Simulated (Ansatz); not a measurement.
**doublet [AlSiNH8]+ at 3 levels**

Aim: a comparison of 3 runs (UHF/STO-3G, U-wB97M-V/def2-SVP, UHSE06/def2-SVP) of doublet [AlSiNH8]+. 

The calculation is run with Ansatz 0.2.0.

53 further runs of the same task are left out: 1 that didn't finish, 52 set aside as unsound or not needed.

## 1. The structure to begin with

[AlSiNH8]+: 11 atoms, total charge +1, spin state doublet. As SMILES of the parent species, `[AlH3-][NH2+][SiH3]`. The coordinates come from a PBE0-D4/def2-TZVP relaxation. That shape belongs to the parent species and isn't relaxed for this state.

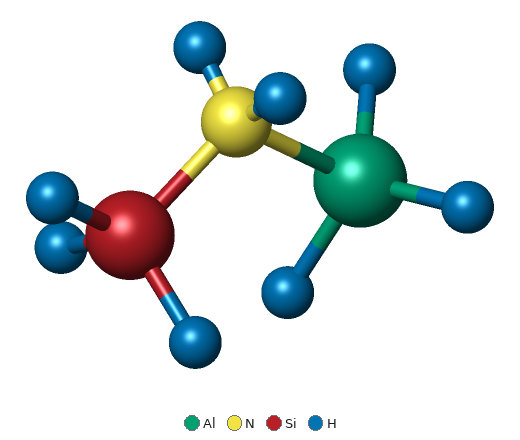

The structure, seen from a chosen angle (aluminium teal, nitrogen yellow, silicon red, hydrogen blue).

## 2. A single-point energy at UHF/STO-3G (run 1)

input.yaml

```yaml
crystal:
  periodic: [false, false, false]
  atoms:
    - {symbol: Al, position_ang: [-0.900100, 1.211100, -0.740800]}
    - {symbol: "N", position_ang: [-0.028300, 0.143500, 0.802700]}
    - {symbol: Si, position_ang: [0.876200, -1.248700, 0.128600]}
    - {symbol: H, position_ang: [-0.721100, 0.091900, -1.882400]}
    - {symbol: H, position_ang: [0.093800, 2.465300, -0.806700]}
    - {symbol: H, position_ang: [-2.377200, 1.435300, -0.165100]}
    - {symbol: H, position_ang: [0.566700, 0.786500, 1.316700]}
    - {symbol: H, position_ang: [-0.768500, -0.144800, 1.435900]}
    - {symbol: H, position_ang: [1.651500, -1.882900, 1.228300]}
    - {symbol: H, position_ang: [1.794800, -0.716800, -0.896700]}
    - {symbol: H, position_ang: [-0.122500, -2.197400, -0.400100]}
basis:
  gaussian:
    orbitals: STO-3G
total_charge: 1
magnetization:
  spin_polarized: true
  initial_magnetization: 1
hamiltonian:
  xc: hf
accuracy: high
output: {orbitals: {seedname: orbitals}}
```

Launch:

```console
$ ansatz run input.yaml --threads 1 --pin off --max-ram 3480MiB --events-out events.jsonl --progress --plain --runs-dir runs
```

Log:

```text
Warning: RAYON_NUM_THREADS=1 ignored (pool sized by the plan → 1); use --threads N
Functional definition: HF
  name "HF"
  exchange = exact_x
  correlation = 0
623 factors; integrals over basis functions are off by at most 1.6e-8 eV
mean field evaluation 1: about -15856.0397 eV, gradient 1.5e1 eV
mean field evaluation 2: about -15856.0873 eV, gradient 1.5e1 eV
mean field evaluation 4: about -15857.9562 eV, gradient 1.8e0 eV
mean field evaluation 8: about -15858.0405 eV, gradient 8.7e-2 eV
mean field evaluation 16: about -15858.0528 eV, gradient 2.4e-1 eV
mean field evaluation 32: about -15858.0932 eV, gradient 1.3e-7 eV
mean field evaluation 64: about -15858.0908 eV, gradient 3.8e-2 eV
mean field evaluation 96: about -15858.0423 eV, gradient 3.0e-2 eV
mean field evaluation 128: about -15857.9996 eV, gradient 4.8e-2 eV
mean field -15858.09318498 eV, -582.7741755464 hartree, gradient 2.7e-8 eV, S^2 0.810847; 2 other end points of the search recorded, 0 dependent functions left out
reference -15858.09318498 eV, -582.7741755464 hartree; 21, 20 occupied and 10, 11 virtual orbitals, 623 factors
Total energy: -15858.09318498 eV, -582.7741755464 hartree
```

Wall time 1.1 s (1 thread of Intel Xeon Platinum 8488C (Sapphire Rapids), shared host); peak memory 0.11 GiB.

## 3. The energy at U-wB97M-V/def2-SVP (run 2)

run.yaml

```yaml
basis:
  gaussian:
    orbitals: def2-SVP
crystal:
  periodic: [false, false, false]
  atoms:
    - symbol: Al
      position_ang: [-0.900100, 1.211100, -0.740800]
    - symbol: N
      position_ang: [-0.028300, 0.143500, 0.802700]
    - symbol: Si
      position_ang: [0.876200, -1.248700, 0.128600]
    - symbol: H
      position_ang: [-0.721100, 0.091900, -1.882400]
    - symbol: H
      position_ang: [0.093800, 2.465300, -0.806700]
    - symbol: H
      position_ang: [-2.377200, 1.435300, -0.165100]
    - symbol: H
      position_ang: [0.566700, 0.786500, 1.316700]
    - symbol: H
      position_ang: [-0.768500, -0.144800, 1.435900]
    - symbol: H
      position_ang: [1.651500, -1.882900, 1.228300]
    - symbol: H
      position_ang: [1.794800, -0.716800, -0.896700]
    - symbol: H
      position_ang: [-0.122500, -2.197400, -0.400100]
total_charge: 1
magnetization:
  spin_polarized: true
  initial_magnetization: 1
hamiltonian:
  xc: {name: wB97M-V}
accuracy: high
output:
  orbitals: {seedname: orbitals}
```

Launch:

```console
$ ansatz run run.yaml --threads 1 --pin off --max-ram 3480MiB --events-out events.jsonl --progress --plain --runs-dir runs
```

Log (excerpt; [...] marks lines left out):

```text
Warning: RAYON_NUM_THREADS=1 ignored (pool sized by the plan → 1); use --threads N
Functional definition: wB97M-V
  name "wB97M-V"
[...]
  gx(w, u) = 1 - cx + cx01*u + cx10*w
  gss(w, u) = css00 + css04*u^4 + css10*w + css20*w^2 + css43*w^4*u^3
  gos(w, u) = cos00 + cos10*w + (cos20 + cos21*u)*w^2 + (cos60 + cos61*u)*w^6
[...]
      + integral(e_c_pw_mod_opposite_spin*gos(b97_w_opposite, b97_u_opposite)) + vv10(b, c)
2082 factors; integrals over basis functions are off by at most 3.8e-9 eV
426 factors; integrals over basis functions are off by at most 2.2e-9 eV
[...]
mean field -16077.30677545 eV, -590.8301264079 hartree, gradient 6.6e-8 eV, S^2 0.760762; 4 other end points of the search recorded, 0 dependent functions left out
reference -16077.30678085 eV, -590.8301266062 hartree; 21, 20 occupied and 69, 70 virtual orbitals, 2082 factors
Total energy: -16077.30678085 eV, -590.8301266062 hartree
```

Wall time 8.6 min (1 thread of Intel Xeon Platinum 8488C (Sapphire Rapids), shared host); peak memory 1.2 GiB.

## 4. A single-point energy at UHSE06/def2-SVP (run 3)

molecule.yaml

```yaml
crystal:
  periodic: [false, false, false]
  atoms:
    - {symbol: Al, position_ang: [-0.900100, 1.211100, -0.740800]}
    - {symbol: "N", position_ang: [-0.028300, 0.143500, 0.802700]}
    - {symbol: Si, position_ang: [0.876200, -1.248700, 0.128600]}
    - {symbol: H, position_ang: [-0.721100, 0.091900, -1.882400]}
    - {symbol: H, position_ang: [0.093800, 2.465300, -0.806700]}
    - {symbol: H, position_ang: [-2.377200, 1.435300, -0.165100]}
    - {symbol: H, position_ang: [0.566700, 0.786500, 1.316700]}
    - {symbol: H, position_ang: [-0.768500, -0.144800, 1.435900]}
    - {symbol: H, position_ang: [1.651500, -1.882900, 1.228300]}
    - {symbol: H, position_ang: [1.794800, -0.716800, -0.896700]}
    - {symbol: H, position_ang: [-0.122500, -2.197400, -0.400100]}
basis:
  gaussian: {orbitals: def2-SVP}
total_charge: 1
magnetization: {spin_polarized: true, initial_magnetization: 1}
hamiltonian: {xc: hse06}
accuracy: high
output: {orbitals: {seedname: orbitals}}
```

Launch:

```console
$ ansatz run molecule.yaml --threads 1 --pin off --max-ram 3480MiB --events-out events.jsonl --progress --plain --runs-dir runs
```

Log (excerpt; [...] marks lines left out):

```text
Warning: RAYON_NUM_THREADS=1 ignored (pool sized by the plan → 1); use --threads N
Functional definition: HSE06
  name "HSE06"
[...]
2082 factors; integrals over basis functions are off by at most 3.8e-9 eV
111 factors; integrals over basis functions are off by at most 1.9e-9 eV
[...]
mean field -16071.05478531 eV, -590.6003700080 hartree, gradient 2.1e-8 eV, S^2 0.761686; 7 other end points of the search recorded, 0 dependent functions left out
reference -16071.05478965 eV, -590.6003701675 hartree; 21, 20 occupied and 69, 70 virtual orbitals, 2082 factors
Total energy: -16071.05478965 eV, -590.6003701675 hartree
```

Wall time 80 s (1 thread of Intel Xeon Platinum 8488C (Sapphire Rapids), shared host); peak memory 0.5 GiB.

## 5. All runs side by side

| run | level | energy (Eh) | HOMO energy (eV) | LUMO energy (eV) | ⟨S²⟩ | wall time |
| --- | --- | --- | --- | --- | --- | --- |
| 1 | UHF/STO-3G | -582.774176 | -14.00 | -5.94 | 0.811 | 1.1 s |
| 2 | U-wB97M-V/def2-SVP | -590.830127 | -15.46 | -10.21 | 0.761 | 8.6 min |
| 3 | UHSE06/def2-SVP | -590.600370 | -12.87 | -12.21 | 0.762 | 80 s |

## 6. Outcome

| quantity | value |
| --- | --- |
| run 3: total energy | -590.60037 Eh |
| run 3: HOMO energy (highest over α and β) | -12.87 eV |
| run 3: LUMO energy (lowest over α and β) | -12.21 eV |
| run 3: ⟨S²⟩ | 0.762 |

**Reading.** Totals of different functionals can't be ranked against each other. In run 1 the basis is minimal, so the values are rough. All runs together took 10 min, the longest 8.6 min.
